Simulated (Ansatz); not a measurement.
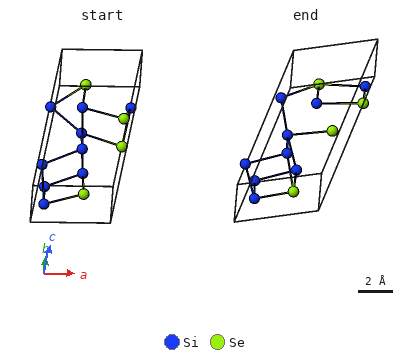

The structure of crystalline Si2Se (a generated structure, set up in P1) (coarse preliminary run) before (left) and after (right) a relaxation, at one scale.

Style: ball-and-stick. Shown: the cell of the calculation, from a free direction.

All numbers below come from Ansatz 0.2.0, DFT PBE, scalar-relativistic, plane waves, PAW. Set-up: plane-wave cutoff 420 eV; k-point mesh 4 × 4 × 2; occupations gaussian; smearing width 0.1 eV; no spin polarisation; cell and atoms relaxed; force threshold 0.04 eV/Å; at most 70 steps.

> Summarise the run.

After 16 accepted moves (21 points after the start) the energy has fallen by 118 meV per atom. The largest force component goes from 0.54 to 0.03 eV/Å. Pressure: 0.33 GPa at the start and −0.23 GPa at the end. The line search rejected the trial steps at points 9, 14, 16 of the run. At 2 points the geometry stayed and the basis and grid were re-selected for the new cell (energy shift of 1.5 meV per atom at most each time). A Si atom moves most relative to the cell: 1.06 Å along [−2 0 −1]. Largest moves by element: Si 1.06 Å, Se 0.84 Å. Cell: a 4.853 → 5.160 Å (+6.3 %), b 5.184 → 5.334 Å (+2.9 %), c 9.299 → 9.638 Å (+3.6 %), β 79.0° → 60.2°, γ 90.0° → 89.4°. Volume +0.2 %. Near-neighbour distances that change, for instance: Se–Se 4.656 → 3.236 Å, Si–Si 2.796 → 3.889 Å, Se–Si 2.670 → 3.668 Å, Se–Se 4.114 → 3.229 Å. Among the angles between lasting bonds that change: Si–Si–Se 157.0° → 93.5°, Si–Si–Si 134.3° → 173.8°, Si–Si–Si 132.6° → 166.0°. The space group stays P1 (No. 1). The run took 4.6 min on 1 thread of Intel(R) Xeon(R) 6975P-C (Granite Rapids) (shared host), peak memory 0.6 GiB.
